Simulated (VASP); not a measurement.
Band structure of Li2O (antifluorite). Method: rev-vdW-DF2, VASP's PBE PAW potentials (set 64) (plane waves; VASP).

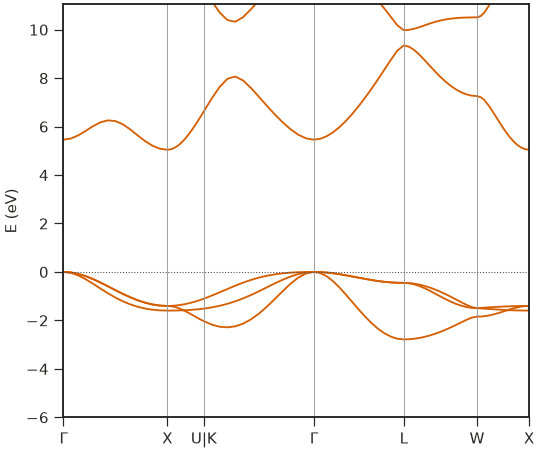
Figure. Bands along high-symmetry lines, zero at the valence-band maximum or, without a gap, the Fermi level

Question: Read the plot: is there a gap, and where are the band edges?

Answer: The gap is indirect, 5.04 eV, from the valence maximum at Γ to the conduction minimum at X. (Edges off the drawn lines would not show.)

Measured: gap 8.00 eV (computed value off by -2.96 eV), as given by Das et al., (2018), arXiv:1807.05623.

The compound is Li2O in the antifluorite structure. It was relaxed first.
